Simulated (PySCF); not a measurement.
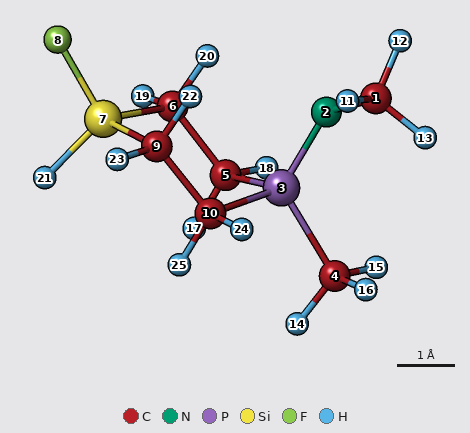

Figure 1. The structure as given in the input (ball-and-stick view, seen at a tilt; atoms are numbered from 1 in the order of the input).

C₆H₁₅FNPSi: NMR shielding calculation

The run: NMR shielding calculation of C₆H₁₅FNPSi. Method and program: GIAO PBE0/pcSseg-1 NMR shielding, non-relativistic, gas phase (PySCF 2.14.0).

The geometry comes from this level: PBE0-D3(BJ)/def2-SVP. Figures and captions count atoms from 1; the log counts them from 0 in places.

Output:
```
coarse grid: 21216 points
cycle   1  E = -1022.1892771585  dE =  1.119e+00  |g| = 8.314e-01  |ddm| = 4.506e+00
cycle   2  E = -1021.9727190144  dE =  2.166e-01  |g| = 1.322e+00  |ddm| = 2.903e+00
cycle   3  E = -1022.3265179583  dE = -3.538e-01  |g| = 2.148e-01  |ddm| = 2.223e+00
cycle   4  E = -1022.3369038733  dE = -1.039e-02  |g| = 5.184e-02  |ddm| = 2.992e-01
cycle   5  E = -1022.3374289662  dE = -5.251e-04  |g| = 1.783e-02  |ddm| = 6.925e-02
cycle   6  E = -1022.3374808205  dE = -5.185e-05  |g| = 4.494e-03  |ddm| = 1.897e-02
cycle   7  E = -1022.3374846741  dE = -3.854e-06  |g| = 7.576e-04  |ddm| = 4.702e-03
final grid: 194280 points
cycle   8  E = -1022.4015687023  dE = -4.714e-05  |g| = 1.039e-02  |ddm| = 3.694e-02
cycle   9  E = -1022.4015539817  dE =  1.472e-05  |g| = 1.311e-02  |ddm| = 2.255e-02
cycle  10  E = -1022.4015950077  dE = -4.103e-05  |g| = 1.775e-03  |ddm| = 1.470e-02
cycle  11  E = -1022.4015956880  dE = -6.803e-07  |g| = 3.360e-04  |ddm| = 2.512e-03
cycle  12  E = -1022.4015957089  dE = -2.085e-08  |g| = 1.330e-04  |ddm| = 5.503e-04
cycle  13  E = -1022.4015957126  dE = -3.766e-09  |g| = 3.532e-05  |ddm| = 1.782e-04
cycle  14  E = -1022.4015957129  dE = -2.308e-10  |g| = 7.760e-06  |ddm| = 3.938e-05
```

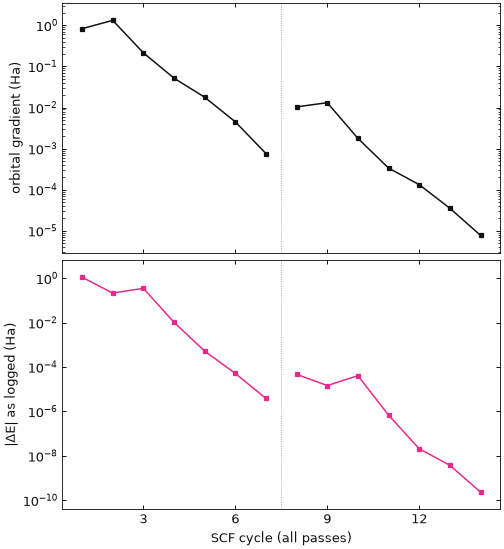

Figure 2. Convergence of the self-consistent field: orbital gradient and size of the energy change against the SCF cycle. The dotted line marks the change from a coarse to the final integration grid. The first 7 cycles use a coarse grid, the final grid takes over at cycle 8, and the field converges after 14 cycles in all.

```
converged SCF energy = -1022.4015957129

GIAO shielding tensors (ppm)
atom      isotropic    diamagn.    paramagn.     s11        s22        s33       span
  0 C      152.277     241.914     -89.637    132.028    139.236    185.566     53.538
  1 N      226.418     330.500    -104.082    146.670    257.203    275.381    128.711
  2 P      337.400     968.680    -631.280    254.965    274.684    482.550    227.585
  3 C      170.435     257.415     -86.981    148.456    171.795    191.053     42.597
  4 C      158.159     258.204    -100.045    146.632    149.090    178.755     32.123
  5 C      176.913     253.668     -76.755    168.753    176.802    185.186     16.433
  6 Si     331.061     877.233    -546.172    285.731    329.593    377.859     92.127
  7 F      374.472     464.063     -89.591    362.482    374.217    386.719     24.237
  8 C      176.630     253.953     -77.324    168.936    176.451    184.501     15.565
  9 C      163.183     259.842     -96.659    143.537    162.424    183.589     40.052
 10 H       28.495      30.128      -1.633     22.887     27.105     35.494     12.607
 11 H       28.032      28.090      -0.058     23.160     25.601     35.336     12.176
 12 H       28.489      28.629      -0.141     23.048     26.407     36.011     12.963
 13 H       30.620      32.025      -1.405     26.475     28.936     36.450      9.975
 14 H       30.442      30.601      -0.159     26.712     27.585     37.028     10.316
 15 H       29.719      31.254      -1.535     25.759     28.063     35.335      9.576
 16 H       30.322      34.203      -3.881     26.749     29.385     34.832      8.083
 17 H       29.464      32.597      -3.133     24.397     28.188     35.806     11.409
 18 H       30.382      28.606       1.776     24.818     27.772     38.556     13.739
 19 H       29.253      31.949      -2.697     24.645     29.375     33.737      9.092
 20 H       26.269      28.735      -2.466     23.048     24.651     31.108      8.060
 21 H       29.888      32.591      -2.703     25.687     29.605     34.373      8.686
 22 H       30.326      29.270       1.056     24.898     27.861     38.219     13.321
 23 H       29.251      33.887      -4.636     24.896     28.089     34.769      9.873
 24 H       30.307      34.795      -4.488     26.518     29.390     35.012      8.494
```

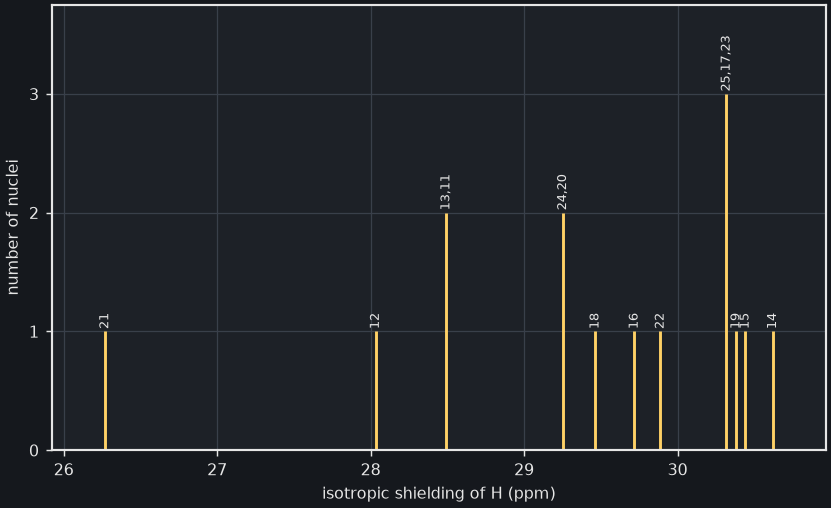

Figure 3. Isotropic shieldings of the hydrogen nuclei in this fixed geometry, labelled by atom number; shielding grows to the right, so chemical shift grows to the left. The least shielded is H21 (26.3 ppm), the most shielded H14 (30.6 ppm).

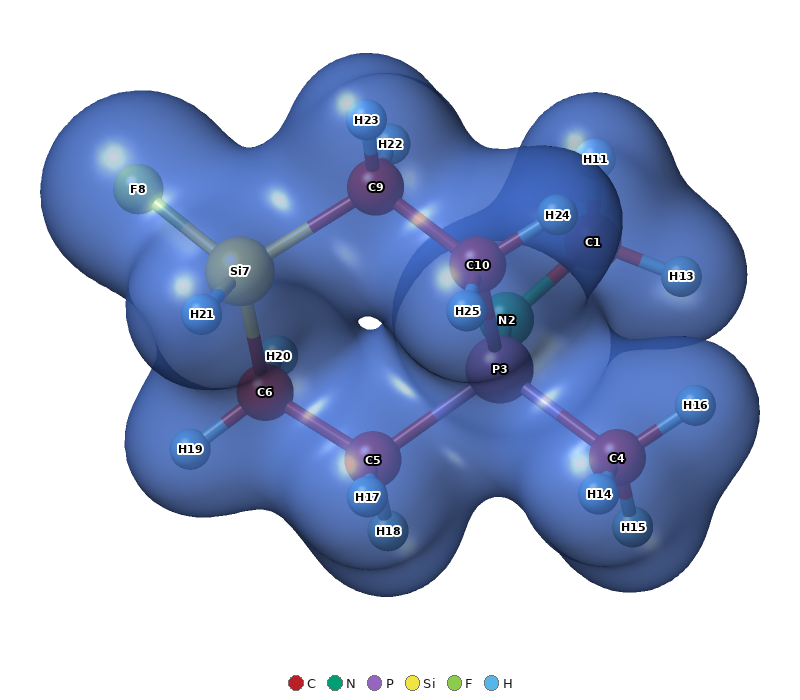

Figure 4. Isosurface of the electron density at 0.1 e/Å³ (blue), seen at a tilt. At this value the surface is in one piece. On the grid the lowest density along these lines, outside the cores, is 1.8 e/Å³ (C–N, 1.43 Å), 1.6 e/Å³ (C–C, 1.53 Å), 1.4 e/Å³ (P–N, 1.57 Å) and 0.85 e/Å³ (Si–F, 1.63 Å).

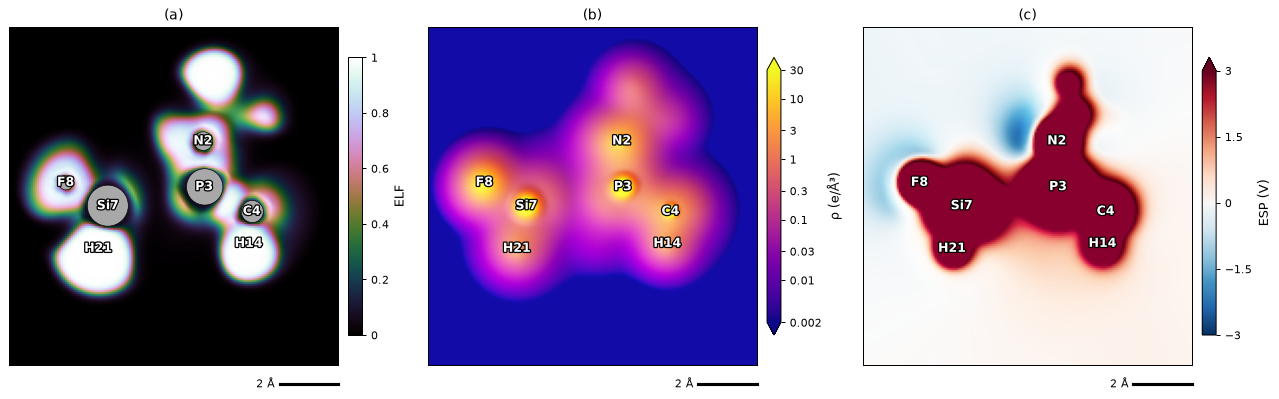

Figure 5. (a) electron localisation function; (b) electron density; (c) molecular electrostatic potential on the plane of atoms P3, C4 and H14. Grey discs, where drawn, cover atomic cores. Atoms in the plane: N, P, C, Si, F and H. P–N (1.57 Å): ρ at the midpoint is about 1.6 e/Å³; the ELF peaks at about 0.85 between the atoms, which marks a shared but strongly polarised pair. Si–F (1.63 Å): ρ at the midpoint is about 1 e/Å³; the ELF peaks at about 0.85 between the atoms.

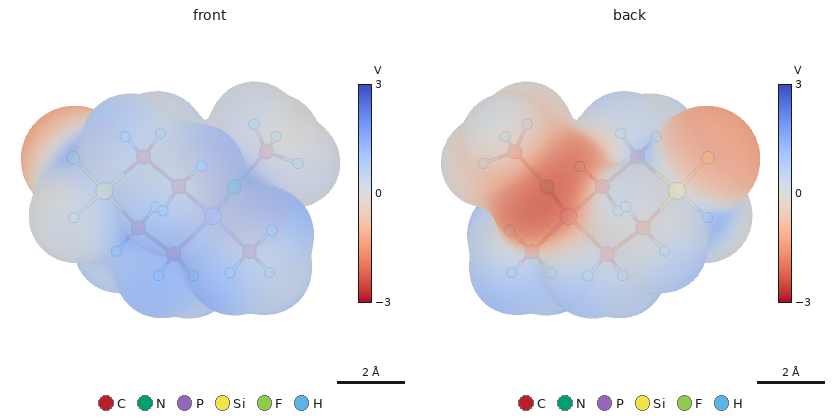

Figure 6. The molecular electrostatic potential painted on the density surface at 0.002 e/bohr³, seen at a tilt and from behind; the colour scale runs from red (negative) to blue (positive). Its dipole moment is 4.05 D.

This output came from the following input.

The input:
```
{"job": {"kind": "nmr", "xc": "PBE0", "basis": "pcSseg-1"}, "charge": 0, "multiplicity": 1}
C     -2.403209    -1.483625     0.540318
N     -1.376007    -1.022915    -0.349006
P     -0.693186     0.385231    -0.262667
C     -1.722555     1.881343    -0.476878
C      0.562488     0.454183    -1.580355
C      1.575804    -0.687695    -1.439880
Si     2.500617    -0.579928     0.185167
F      3.377802    -1.935250     0.415783
C      1.252672    -0.390537     1.571895
C      0.258406     0.741625     1.283122
H     -2.096290    -1.542128     1.607735
H     -2.707923    -2.506641     0.259650
H     -3.333335    -0.875691     0.522231
H     -1.113934     2.798036    -0.491571
H     -2.278956     1.790636    -1.420891
H     -2.447278     1.946500     0.348249
H      1.043817     1.447124    -1.546929
H      0.015107     0.387708    -2.534825
H      2.276737    -0.694152    -2.290377
H      1.024490    -1.642876    -1.452226
H      3.463011     0.565247     0.180331
H      0.705936    -1.345808     1.647677
H      1.763704    -0.230490     2.535483
H     -0.473698     0.848935     2.102110
H      0.760919     1.720096     1.183382
```

The first line tells a small driver script what to run in PySCF; the rest is the geometry in Å.

Command:
```bash
OMP_NUM_THREADS=1 python <driver script> task.json out
```

Results in brief:

```tsv
quantity	value
outcome	converged
total energy	−1022.401596 hartree
HOMO	−5.77 eV
LUMO	0.43 eV
dipole moment	4.05 D
isotropic shielding, C	152.3 to 176.9 ppm
isotropic shielding, N	226.4 ppm
isotropic shielding, P	337.4 ppm
isotropic shielding, Si	331.1 ppm
isotropic shielding, F	374.5 ppm
hardware	1 CPU thread, shared host
wall time	90 s
peak memory	1.2 GiB
```
